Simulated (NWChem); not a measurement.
# One shape, several levels: SiHF3 (SMILES F[SiH](F)F)

We compute a comparison of 4 runs (HF/STO-3G, HF/3-21G, B3LYP/6-31G*) of SiHF3. 

Program for the calculation: NWChem 7.3.0.

1 further run of the same task is left out (set aside as unsound or not needed).

## (1) The system as given

The species is SiHF3 (5 atoms), meant as a singlet with charge 0. As SMILES, `F[SiH](F)F`. The Si2–F4 distance was set to 3.460 Å, away from the relaxed value. At this shape a bond of the SMILES string is far longer than usual.

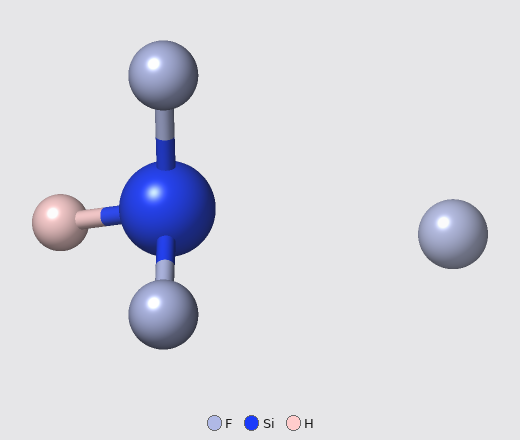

The structure, seen from a chosen angle (fluorine light blue, silicon blue, hydrogen pink).

## (2) A single-point energy at HF/STO-3G (run 1)

The input, f3hsi.xyz:

```xyz
5
F3HSi energy
F      0.196830     1.435823     2.409794
Si     0.684630     1.519723     0.916694
F      0.046830     2.799423     0.261294
F     -0.495900    -1.263300    -0.767200
H      2.143330     1.580423     0.853394
```

The input, f3hsi.nw:

```
start f3hsi
title "F3HSi energy"
memory stack 880 mb heap 220 mb global 1100 mb
charge 0

geometry noautosym nocenter noautoz
  load f3hsi.xyz
end

basis spherical bse
  F library STO-3G
  Si library STO-3G
  H library STO-3G
end

scf
  thresh 1e-08
  maxiter 80
  noprint "final vectors analysis"
end

task scf energy
```

Started as:

```bash
nwchem f3hsi.nw > f3hsi.out
```

What it wrote:

```text
[...]
  functions       =    25
[...]
  wavefunction    = RHF
[...]
         Total SCF energy =   -579.979076958123
      One-electron energy =  -1116.888922893333
      Two-electron energy =    385.743423579795
 Nuclear repulsion energy =    151.166422355416
        Time for solution =      1.0s
[...]
```

Wall time 1.6 s (1 thread of Intel Xeon Platinum 8488C (Sapphire Rapids), shared host); peak memory 0.098 GiB.

## (3) The energy at HF/3-21G (run 2)

The input, f3hsi.nw:

```
echo
start f3hsi
memory total 2200 mb

geometry units angstroms noautosym nocenter noautoz
  F      0.196830     1.435823     2.409794
  Si     0.684630     1.519723     0.916694
  F      0.046830     2.799423     0.261294
  F     -0.495900    -1.263300    -0.767200
  H      2.143330     1.580423     0.853394
end

basis spherical bse
  * library 3-21G
end

scf
  thresh 1e-08
  maxiter 80
  print medium
end

task scf energy
```

Started as:

```bash
nwchem f3hsi.nw > f3hsi.out
```

What it wrote:

```text
[...]
  functions       =    42
[...]
  wavefunction    = RHF
[...]
         Total SCF energy =   -584.544063421519
      One-electron energy =  -1116.006328555368
      Two-electron energy =    380.295842778433
 Nuclear repulsion energy =    151.166422355415
        Time for solution =      0.8s
[...]
```

Wall time 1.4 s (1 thread of Intel Xeon Platinum 8488C (Sapphire Rapids), shared host); peak memory 0.099 GiB.

Run 3 isn't shown in full; the table further down has it.

## (4) The energy at B3LYP/6-31G(d) (Cartesian functions) (run 4)

The input, run.py:

```python
from ase import Atoms
from ase.calculators.nwchem import NWChem

molecule = Atoms('FSiFFH', positions=[
    [0.196830, 1.435823, 2.409794],
    [0.684630, 1.519723, 0.916694],
    [0.046830, 2.799423, 0.261294],
    [-0.495900, -1.263300, -0.767200],
    [2.143330, 1.580423, 0.853394],
])

calc = NWChem(
    label='geom',
    theory='dft',
    memory='2200 mb',
    basis='6-31G*',
    dft={'xc': 'b3lyp', 'mult': '1', 'grid': 'xfine', 'convergence': 'energy 1e-08', 'iterations': '100', 'mulliken': None},
    task='energy',
)
molecule.calc = calc

e = molecule.get_potential_energy()
print(f"E = {e:.6f} eV")
print("dipole (e A):", molecule.get_dipole_moment().round(4))
```

Started as:

```bash
export ASE_NWCHEM_COMMAND="nwchem PREFIX.nwi > PREFIX.nwo"
python run.py
```

What it wrote:

```text
E = -16042.284641 eV
dipole (e A): [0.657  0.9002 0.5254]
```

The calculator wrote geom.nwi:

```
title "geom"

permanent_dir geom

scratch_dir geom

start geom

geometry units angstrom nocenter noautosym noautoz
  F  1.9683000000000000e-01 1.4358230000000001e+00 2.4097940000000002e+00
  Si 6.8462999999999996e-01 1.5197229999999999e+00 9.1669400000000001e-01
  F  4.6829999999999997e-02 2.7994230000000000e+00 2.6129400000000003e-01
  F  -4.9590000000000001e-01 -1.2633000000000001e+00 -7.6719999999999999e-01
  H  2.1433300000000002e+00 1.5804229999999999e+00 8.5339399999999999e-01
end

memory 2200 mb

basis noprint
   * library 6-31G*
end

dft
  xc b3lyp
  mult 1
  grid xfine
  convergence energy 1e-08
  iterations 100
  mulliken
end

task dft energy
```

geom.nwo (excerpt; [...] marks lines left out):

```text
[...]
      One electron energy =    -1120.270800555114
[... 1 line left out ...]
    Exchange-Corr. energy =      -52.689415211921
[... 6 lines left out ...]
                       DFT Final Molecular Orbital Analysis
[... 486 lines left out ...]
    Atom       Charge   Shell Charges
[...]
```

It took 84 s on 1 thread of Intel Xeon Platinum 8488C (Sapphire Rapids), shared host; peak memory 0.12 GiB.

## (5) Overview of the runs

| run | level | iteration cap | module | energy (Eh) | dipole moment (D) | wall time |
| --- | --- | --- | --- | --- | --- | --- |
| 1 | HF/STO-3G | 80 | scf | -579.979077 | 2.91 | 1.6 s |
| 2 | HF/3-21G | 80 | scf | -584.544063 | 6.36 | 1.4 s |
| 3 | B3LYP/6-31G* (spherical functions) | 100 | dft | -589.537601 | 5.92 | 74 s |
| 4 | B3LYP/6-31G* (Cartesian functions) | 100 | dft | -589.543091 | 5.92 | 84 s |

## (6) Results

| quantity | value |
| --- | --- |
| run 4: total energy | -589.54309 Eh |
| run 4: dipole moment | 5.92 D |
| run 4: HOMO energy | -7.21 eV |
| run 4: LUMO energy | -5.26 eV |
| run 4: HOMO–LUMO gap | 1.96 eV |

**Reading.** The dipole moment (its size) runs from 2.91 D (HF/STO-3G) to 6.36 D (HF/3-21G). Over runs 2, 3, 4 the HOMO–LUMO gap runs from 1.95 eV (B3LYP/6-31G*) to 6.55 eV (HF/3-21G). The two ends differ in method and basis. In run 1 the basis is minimal, so the values are rough. In runs 1, 2, 3, 4 a closed-shell determinant meets a far-stretched bond, which it describes badly. All runs together took 2.7 min, the longest 84 s.
